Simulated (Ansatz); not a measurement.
# Nudged elastic band, with input and output: SiN$_{2}$H$_{5}$Cl

- system: SiN$_{2}$H$_{5}$Cl
- method: RKS PBE-D4/6-31G* (Ansatz 0.2.0)

It belongs to a series of runs on one base structure; here: band between the two ends. Figures and captions count atoms from 1; the log counts them from 0 in places.

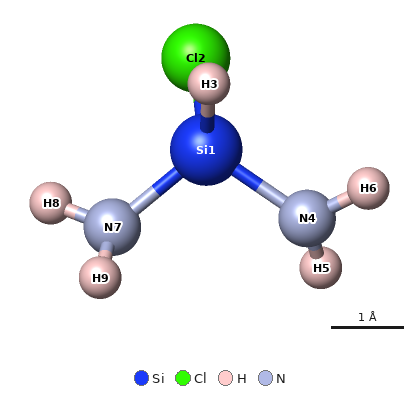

**Figure 1.** The input geometry (ball-and-stick view, seen at a tilt; atoms are numbered from 1 in the order of the input). Bond lengths as drawn: Cl–Si 2.11 Å, H–N 1.02 Å, H–Si 1.50 Å and N–Si 1.72 to 1.73 Å.

The input:
```yaml
crystal:
  periodic: [false, false, false]
  atoms:
    - { symbol: Si, position_ang: [0.121679, 0.003394, -0.049297] }
    - { symbol: Cl, position_ang: [0.301607, -0.110998, 2.045355] }
    - { symbol: H, position_ang: [1.534884, 0.103779, -0.535016] }
    - { symbol: "N", position_ang: [-0.682302, 1.375813, -0.70936] }
    - { symbol: H, position_ang: [-1.665978, 1.524421, -0.480387] }
    - { symbol: H, position_ang: [-0.179573, 2.260614, -0.782368] }
    - { symbol: "N", position_ang: [-0.84806, -1.369133, -0.440929] }
    - { symbol: H, position_ang: [-0.750358, -2.225696, 0.101996] }
    - { symbol: H, position_ang: [-1.047201, -1.562195, -1.422495] }
basis:
  gaussian: { orbitals: "6-31G*" }
hamiltonian:
  xc: pbe
  dispersion: d4
neb:
  order_check: false
  images: 7
  f_tol: 0.05
  max_iterations: 60
  final_atoms:
    - { symbol: Si, position_ang: [-0.17031021, -0.01346976, -0.14377796] }
    - { symbol: Cl, position_ang: [2.5946931, 0.01425908, 2.16993849] }
    - { symbol: H, position_ang: [1.5643743, -0.00580223, 1.29377751] }
    - { symbol: "N", position_ang: [-1.00259849, 1.34999089, -0.80895785] }
    - { symbol: H, position_ang: [-1.81539232, 1.34923312, -1.42935383] }
    - { symbol: H, position_ang: [-0.69065752, 2.29509695, -0.58896929] }
    - { symbol: "N", position_ang: [-1.05316602, -1.35310873, -0.79219347] }
    - { symbol: H, position_ang: [-1.86594501, -1.3298166, -1.41220219] }
    - { symbol: H, position_ang: [-0.77629982, -2.30638371, -0.56076241] }
  initial_path:
    images:
      - { positions_ang: [[0.121679, 0.003394, -0.049297], [0.301607, -0.110998, 2.045355], [1.534884, 0.103779, -0.535016], [-0.682302, 1.375813, -0.70936], [-1.665978, 1.524421, -0.480387], [-0.179573, 2.260614, -0.782368], [-0.84806, -1.369133, -0.440929], [-0.750358, -2.225696, 0.101996], [-1.047201, -1.562195, -1.422495]] }
      - { positions_ang: [[0.09153191, 0.00244873, -0.03736048], [0.54641586, -0.08344931, 2.02039627], [1.56553383, 0.07704919, -0.37399419], [-0.72576856, 1.40326934, -0.6833437], [-1.71887794, 1.50132649, -0.58117032], [-0.21827793, 2.29680379, -0.75650004], [-0.85136686, -1.39798874, -0.48133799], [-0.9113712, -2.19410047, 0.09570038], [-0.9931211, -1.60536002, -1.47489093]] }
      - { positions_ang: [[0.06138481, 0.00150346, -0.02542397], [0.79122472, -0.05590062, 1.99543755], [1.59618367, 0.05031937, -0.21297238], [-0.76923512, 1.43072568, -0.65732741], [-1.77177788, 1.47823199, -0.68195365], [-0.25698285, 2.33299359, -0.73063209], [-0.85467372, -1.42684449, -0.52174697], [-1.07238441, -2.16250494, 0.08940477], [-0.93904121, -1.64852503, -1.52728685]] }
      - { positions_ang: [[0.03123772, 0.00055818, -0.01348745], [1.03603357, -0.02835194, 1.97047882], [1.6268335, 0.02358956, -0.05195057], [-0.81270167, 1.45818202, -0.63131111], [-1.82467782, 1.45513748, -0.78273697], [-0.29568778, 2.36918338, -0.70476413], [-0.85798059, -1.45570023, -0.56215596], [-1.23339761, -2.13090941, 0.08310915], [-0.88496131, -1.69169005, -1.57968278]] }
      - { positions_ang: [[0.00109062, -0.00038709, -0.00155093], [1.28084243, -0.00080325, 1.94552009], [1.65748333, -0.00314026, 0.10907124], [-0.85616823, 1.48563836, -0.60529482], [-1.87757776, 1.43204297, -0.88352029], [-0.3343927, 2.40537318, -0.67889618], [-0.86128745, -1.48455597, -0.60256495], [-1.39441082, -2.09931388, 0.07681353], [-0.83088142, -1.73485507, -1.6320787]] }
      - { positions_ang: [[-0.04175959, -0.00365775, -0.03710769], [1.6093051, 0.00296233, 2.00162469], [1.63420607, -0.00380575, 0.40524781], [-0.8927758, 1.45172649, -0.65621058], [-1.8620314, 1.41134051, -1.01997868], [-0.42345891, 2.37780412, -0.65641445], [-0.90925709, -1.45169416, -0.64997208], [-1.51229437, -1.90693956, -0.2954404], [-0.81723602, -1.87773723, -1.36424963]] }
      - { positions_ang: [[-0.08460979, -0.00692842, -0.07266445], [1.93776777, 0.00672791, 2.05772929], [1.61092881, -0.00447124, 0.70142437], [-0.92938336, 1.41781463, -0.70712633], [-1.84648504, 1.39063805, -1.15643706], [-0.51252511, 2.35023506, -0.63393273], [-0.95722674, -1.41883235, -0.69737921], [-1.63017791, -1.71456524, -0.66769433], [-0.80359062, -2.02061939, -1.09642056]] }
      - { positions_ang: [[-0.12746, -0.01019909, -0.1082212], [2.26623043, 0.0104935, 2.11383389], [1.58765155, -0.00513673, 0.99760094], [-0.96599092, 1.38390276, -0.75804209], [-1.83093868, 1.36993558, -1.29289545], [-0.60159132, 2.32266601, -0.61145101], [-1.00519638, -1.38597054, -0.74478634], [-1.74806146, -1.52219092, -1.03994826], [-0.78994522, -2.16350155, -0.82859148]] }
      - { positions_ang: [[-0.17031021, -0.01346976, -0.14377796], [2.5946931, 0.01425908, 2.16993849], [1.5643743, -0.00580223, 1.29377751], [-1.00259849, 1.34999089, -0.80895785], [-1.81539232, 1.34923312, -1.42935383], [-0.69065752, 2.29509695, -0.58896929], [-1.05316602, -1.35310873, -0.79219347], [-1.86594501, -1.3298166, -1.41220219], [-0.77629982, -2.30638371, -0.56076241]] }
```

Run on 1 thread of Arm Neoverse V1, 24 GiB of memory available, shared host.

Launch command:
```bash
ansatz run input.yaml --threads 1 --pin off --max-ram 2048MiB --backend cpu --events-out ev --progress --plain --runs-dir out
```

Log:
```
Engine: ansatz 0.2.0, aarch64-unknown-linux-gnu
Functional definition: PBE
  parameter kappa = 0.804
  parameter beta = 0.06672455060314922
  exchange = pbe_x(kappa = kappa, mu = beta*pi^2/3)
  correlation = pbe_c(beta = beta)
1017 factors; their error is unknown
mean field evaluation 1: about -23437.4291 eV, gradient 8.2e1 eV
mean field evaluation 2: about -23393.0504 eV, gradient 1.5e2 eV
mean field evaluation 4: about -23450.4660 eV, gradient 9.0e0 eV
mean field evaluation 8: about -23450.6740 eV, gradient 2.6e-1 eV
mean field evaluation 16: about -23450.6161 eV, gradient 7.4e-5 eV
mean field -23450.61613358 eV, -861.7942475107 hartree, gradient 1.5e-5 eV, S^2 0.000000; 0 other end points of the search recorded, 0 dependent functions left out
the calculation of the forces begins
reference -23450.61616583 eV, -861.7942486956 hartree; 25, 25 occupied and 53, 53 virtual orbitals, 1017 factors
1017 factors; their error is unknown
mean field evaluation 32: about -23448.5987 eV, gradient 1.6e-3 eV
mean field -23448.59871399 eV, -861.7201087079 hartree, gradient 1.2e-5 eV, S^2 0.000000; 0 other end points of the search recorded, 0 dependent functions left out
[... from here on the field's lines of each further geometry are left out, up to the last ...]
NEB iter   1: max|band force component| = 3.736e1 eV/Å  barrier→ = 10.9647 eV  barrier← = 8.9128 eV  Δτ_max = 0.2000 Å  (258 SCF iters)
NEB iter   2: max|band force component| = 3.582e0 eV/Å  barrier→ = 3.5550 eV  barrier← = 1.5031 eV  Δτ_max = 0.1981 Å  (231 SCF iters)
NEB iter   3: max|band force component| = 2.461e0 eV/Å  barrier→ = 2.7824 eV  barrier← = 0.7305 eV  Δτ_max = 0.2000 Å  (222 SCF iters)
NEB iter   4: max|band force component| = 1.449e0 eV/Å  barrier→ = 2.5329 eV  barrier← = 0.4810 eV  Δτ_max = 0.1960 Å  (229 SCF iters)
NEB iter   5: max|band force component| = 6.438e-1 eV/Å  barrier→ = 2.4167 eV  barrier← = 0.3648 eV  Δτ_max = 0.1966 Å  (212 SCF iters)
NEB iter   6: max|band force component| = 8.858e-1 eV/Å  barrier→ = 2.4000 eV  barrier← = 0.3481 eV  Δτ_max = 0.1002 Å  (200 SCF iters)
NEB iter   7: max|band force component| = 1.396e0 eV/Å  barrier→ = 2.4259 eV  barrier← = 0.3740 eV  Δτ_max = 0.0506 Å  (204 SCF iters)
NEB iter   8: max|band force component| = 5.327e-1 eV/Å  barrier→ = 2.3426 eV  barrier← = 0.2907 eV  CI = image 5  Δτ_max = 0.1043 Å  (210 SCF iters)
NEB iter   9: max|band force component| = 4.994e-1 eV/Å  barrier→ = 2.3740 eV  barrier← = 0.3221 eV  CI = image 5  Δτ_max = 0.0502 Å  (208 SCF iters)
NEB iter  10: max|band force component| = 4.884e-1 eV/Å  barrier→ = 2.3886 eV  barrier← = 0.3367 eV  CI = image 5  Δτ_max = 0.1011 Å  (201 SCF iters)
NEB iter  11: max|band force component| = 3.864e-1 eV/Å  barrier→ = 2.4513 eV  barrier← = 0.3994 eV  CI = image 5  Δτ_max = 0.1000 Å  (207 SCF iters)
NEB iter  12: max|band force component| = 2.008e-1 eV/Å  barrier→ = 2.4744 eV  barrier← = 0.4224 eV  CI = image 5  Δτ_max = 0.0417 Å  (206 SCF iters)
NEB iter  13: max|band force component| = 9.681e-2 eV/Å  barrier→ = 2.4701 eV  barrier← = 0.4182 eV  CI = image 5  Δτ_max = 0.0380 Å  (201 SCF iters)
NEB iter  14: max|band force component| = 8.198e-2 eV/Å  barrier→ = 2.4679 eV  barrier← = 0.4160 eV  CI = image 5  Δτ_max = 0.0413 Å  (209 SCF iters)
NEB iter  15: max|band force component| = 6.942e-2 eV/Å  barrier→ = 2.4671 eV  barrier← = 0.4152 eV  CI = image 5  Δτ_max = 0.0257 Å  (192 SCF iters)
NEB iter  16: max|band force component| = 6.878e-2 eV/Å  barrier→ = 2.4666 eV  barrier← = 0.4146 eV  CI = image 5  Δτ_max = 0.0162 Å  (194 SCF iters)
the calculation of the forces begins
reference -23448.57674891 eV, -861.7193015063 hartree; 25, 25 occupied and 53, 53 virtual orbitals, 1017 factors
1017 factors; their error is unknown
mean field evaluation 1088: about -23448.2132 eV, gradient 2.9e-2 eV
mean field -23448.15718751 eV, -861.7038829094 hartree, gradient 1.9e-5 eV, S^2 0.000000; 1 other end points of the search recorded, 0 dependent functions left out
the calculation of the forces begins
reference -23448.15722166 eV, -861.7038841643 hartree; 25, 25 occupied and 53, 53 virtual orbitals, 1017 factors
NEB iter  17: max|band force component| = 2.929e-2 eV/Å  barrier→ = 2.4664 eV  barrier← = 0.4145 eV  CI = image 5  Δτ_max = 0.0000 Å  (390 SCF iters)
```

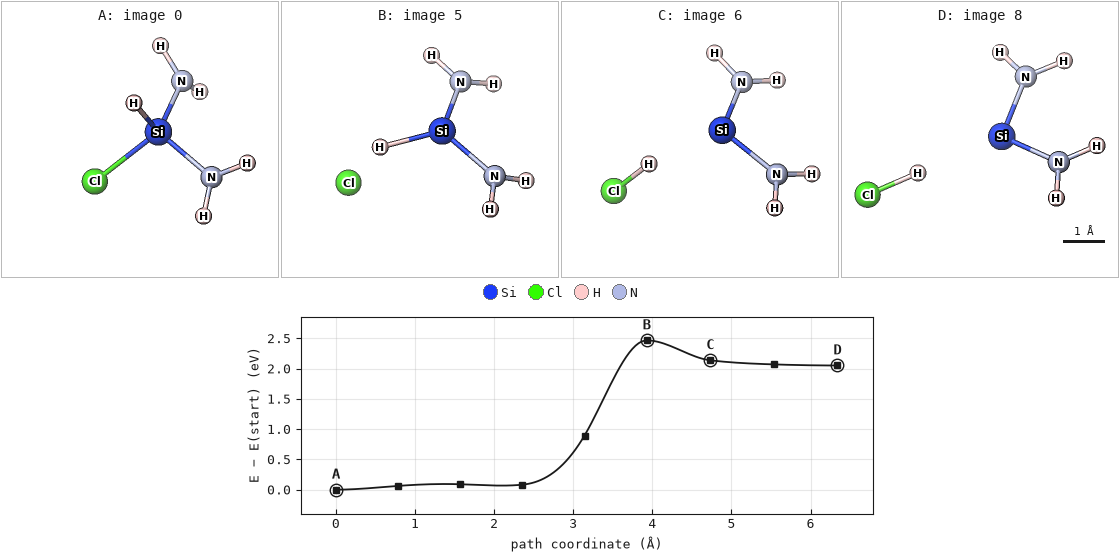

**Figure 2.** Images of the last band (counted from 0; ball-and-stick, seen at a tilt) above the energy along the path; the line is a cubic interpolation that uses the forces. The highest image is number 5, 2.466 eV above the start and 0.414 eV above the end (the climbing image); the end lies 2.052 eV above the start. The path is 6.34 Å long. The band converged in 17 iterations.

```
Total energy: -23448.34570770 eV, -861.7108108983 hartree
Atom 0 at     0.141283     0.003590    -0.612925 Å, force    -0.001659     0.010274     0.002298 eV/Å
Atom 1 at     1.412652     0.028023     1.947718 Å, force    -0.000897    -0.002713     0.000465 eV/Å
Atom 2 at     1.505105     0.006510     0.184406 Å, force     0.009871    -0.001350     0.002242 eV/Å
Atom 3 at    -0.851716     1.395095    -0.644721 Å, force     0.004540    -0.000822    -0.002320 eV/Å
Atom 4 at    -1.868373     1.383542    -0.562905 Å, force    -0.003178    -0.000519     0.002195 eV/Å
Atom 5 at    -0.453210     2.293880    -0.375597 Å, force    -0.004237     0.003002    -0.002549 eV/Å
Atom 6 at    -0.838852    -1.384991    -0.796566 Å, force    -0.007574    -0.013586    -0.005635 eV/Å
Atom 7 at    -1.846567    -1.414171    -0.638928 Å, force     0.004173     0.003968     0.000718 eV/Å
Atom 8 at    -0.415624    -2.311481    -0.772983 Å, force    -0.001039     0.001748     0.002587 eV/Å
Dipole moment:    -0.907565    -0.037024    -0.863235 e Å
this run last wrote the band of iteration 17 to [file]
```

The last band as extended XYZ (Å, eV, eV/Å):
```
9
Properties=species:S:1:pos:R:3:forces:R:3 image=0 energy=-23450.81205
Si    0.1217    0.0034   -0.0493   -0.0027   0.0046  -0.0075
Cl    0.3016   -0.1110    2.0454    0.0019  -0.0013  -0.0011
H     1.5349    0.1038   -0.5350    0.0008   0.0032   0.0036
N    -0.6823    1.3758   -0.7094    0.0009  -0.0129   0.0039
H    -1.6660    1.5244   -0.4804   -0.0076   0.0050  -0.0017
H    -0.1796    2.2606   -0.7824    0.0068  -0.0021   0.0012
N    -0.8481   -1.3691   -0.4409   -0.0021   0.0086   0.0013
H    -0.7504   -2.2257    0.1020    0.0034  -0.0045   0.0057
H    -1.0472   -1.5622   -1.4225   -0.0015  -0.0005  -0.0055
9
Properties=species:S:1:pos:R:3:forces:R:3 image=1 energy=-23450.74960
Si    0.1291    0.0128   -0.1226   -0.0030  -0.0007   0.0061
Cl    0.3972   -0.0943    1.9680   -0.0241  -0.0099   0.0080
H     1.5092    0.0185   -0.6988    0.0042   0.0149   0.0188
N    -0.6685    1.4403   -0.6684   -0.0007  -0.0037  -0.0104
H    -1.6857    1.4553   -0.5755   -0.0013   0.0063   0.0218
H    -0.2679    2.3585   -0.4699    0.0200   0.0001  -0.0422
N    -0.8646   -1.3456   -0.5301   -0.0030  -0.0026   0.0117
H    -1.0992   -1.9957    0.2191    0.0455  -0.0322   0.0163
H    -0.6649   -1.8498   -1.3943   -0.0376   0.0281  -0.0301
9
Properties=species:S:1:pos:R:3:forces:R:3 image=2 energy=-23450.72227
Si    0.1507    0.0182   -0.1598    0.0007  -0.0009  -0.0003
Cl    0.5595   -0.0115    1.9150    0.0144   0.0035  -0.0032
H     1.4841   -0.0849   -0.8226    0.0012  -0.0013  -0.0028
N    -0.6710    1.4716   -0.5965   -0.0031  -0.0002   0.0037
H    -1.6759    1.3956   -0.7557   -0.0005  -0.0046  -0.0031
H    -0.4292    2.3603   -0.1573   -0.0072  -0.0033   0.0100
N    -0.8304   -1.3330   -0.6203    0.0064   0.0012  -0.0028
H    -1.4364   -1.7529    0.0861   -0.0173   0.0165  -0.0214
H    -0.3667   -2.0635   -1.1615    0.0053  -0.0108   0.0199
9
Properties=species:S:1:pos:R:3:forces:R:3 image=3 energy=-23450.72941
Si    0.1986    0.0108   -0.1644    0.0365  -0.0026   0.0182
Cl    0.7655    0.0370    1.8796   -0.0850   0.0060   0.0004
H     1.5272   -0.0835   -0.8308   -0.0223  -0.0268  -0.0993
N    -0.7130    1.4286   -0.5262    0.0254   0.0231   0.0030
H    -1.6959    1.3286   -0.7762    0.0284  -0.0040  -0.0596
H    -0.5410    2.2995   -0.0275   -0.0143   0.0015   0.0735
N    -0.7521   -1.3326   -0.6874   -0.0158   0.0139   0.0066
H    -1.7045   -1.4487   -0.3395    0.0176  -0.0175   0.0641
H    -0.3001   -2.2397   -0.8001    0.0294   0.0063  -0.0068
9
Properties=species:S:1:pos:R:3:forces:R:3 image=4 energy=-23449.91725
Si    0.1530   -0.0018   -0.2099    0.0887  -0.0396   1.4369
Cl    1.1058   -0.0007    1.8780   -1.2512  -0.0625  -0.0934
H     1.5984    0.0190   -0.3961    0.2581  -0.0035  -1.7911
N    -0.8135    1.3831   -0.5859    0.1966  -0.0594   0.0884
H    -1.8340    1.3456   -0.5085    0.1917  -0.0893  -0.0216
H    -0.4722    2.3036   -0.3127    0.0298   0.0401   0.1008
N    -0.7794   -1.3562   -0.7566    0.2376   0.1024   0.1438
H    -1.7912   -1.3979   -0.6087    0.1661   0.0920   0.0332
H    -0.3822   -2.2947   -0.7720    0.0826   0.0198   0.1030
9
Properties=species:S:1:pos:R:3:forces:R:3 image=5 energy=-23448.34567
Si    0.1413    0.0036   -0.6129   -0.0017   0.0103   0.0023
Cl    1.4127    0.0280    1.9477   -0.0009  -0.0027   0.0005
H     1.5051    0.0065    0.1844    0.0099  -0.0014   0.0022
N    -0.8517    1.3951   -0.6447    0.0045  -0.0008  -0.0023
H    -1.8684    1.3835   -0.5629   -0.0032  -0.0005   0.0022
H    -0.4532    2.2939   -0.3756   -0.0042   0.0030  -0.0025
N    -0.8389   -1.3850   -0.7966   -0.0076  -0.0136  -0.0056
H    -1.8466   -1.4142   -0.6389    0.0042   0.0040   0.0007
H    -0.4156   -2.3115   -0.7730   -0.0010   0.0017   0.0026
9
Properties=species:S:1:pos:R:3:forces:R:3 image=6 energy=-23448.67442
Si    0.1574   -0.0154   -0.7578    0.0012   0.0037  -0.0367
Cl    1.8247    0.0620    2.1130    0.1149  -0.0008   0.0213
H     1.4895    0.0107    0.7732   -0.0001   0.0050   0.1218
N    -0.8964    1.3525   -0.7100   -0.0213  -0.0140  -0.0036
H    -1.9175    1.3635   -0.7013   -0.0188  -0.0047  -0.0116
H    -0.5022    2.2833   -0.5776   -0.0189  -0.0011  -0.0341
N    -0.9125   -1.3704   -0.8202   -0.0143   0.0018  -0.0089
H    -1.9327   -1.3725   -0.7747   -0.0174   0.0072  -0.0259
H    -0.5257   -2.3136   -0.8171   -0.0253   0.0028  -0.0223
9
Properties=species:S:1:pos:R:3:forces:R:3 image=7 energy=-23448.74240
Si    0.0576   -0.0411   -0.4906   -0.0033  -0.0014   0.0145
Cl    2.2709    0.0878    2.2420    0.0294  -0.0022   0.0051
H     1.5591    0.0074    1.0853    0.0052   0.0027   0.0131
N    -0.9485    1.3382   -0.7665   -0.0109   0.0013  -0.0022
H    -1.9291    1.3545   -1.0529   -0.0018  -0.0010  -0.0148
H    -0.5764    2.2763   -0.6233   -0.0046  -0.0021   0.0008
N    -1.0013   -1.3673   -0.8253   -0.0141  -0.0044  -0.0039
H    -1.9848   -1.3308   -1.1006    0.0073  -0.0006  -0.0150
H    -0.6628   -2.3250   -0.7406   -0.0072   0.0078   0.0024
9
Properties=species:S:1:pos:R:3:forces:R:3 image=8 energy=-23448.76014
Si   -0.1703   -0.0135   -0.1438   -0.0027  -0.0002  -0.0014
Cl    2.5947    0.0143    2.1699    0.0070  -0.0011   0.0053
H     1.5644   -0.0058    1.2938   -0.0055   0.0011  -0.0055
N    -1.0026    1.3500   -0.8090   -0.0200  -0.0015  -0.0133
H    -1.8154    1.3492   -1.4294    0.0222  -0.0009   0.0149
H    -0.6907    2.2951   -0.5890   -0.0028  -0.0048  -0.0014
N    -1.0532   -1.3531   -0.7922   -0.0179   0.0007  -0.0117
H    -1.8659   -1.3298   -1.4122    0.0228   0.0013   0.0150
H    -0.7763   -2.3064   -0.5608   -0.0032   0.0055  -0.0018
```

Key numbers:

```tsv
quantity	value
outcome	converged
barrier, forward	2.466 eV
barrier, backward	0.414 eV
wall time	5.2 min
peak memory	0.12 GiB
```

Remarks:

The order of the saddle point was not checked.
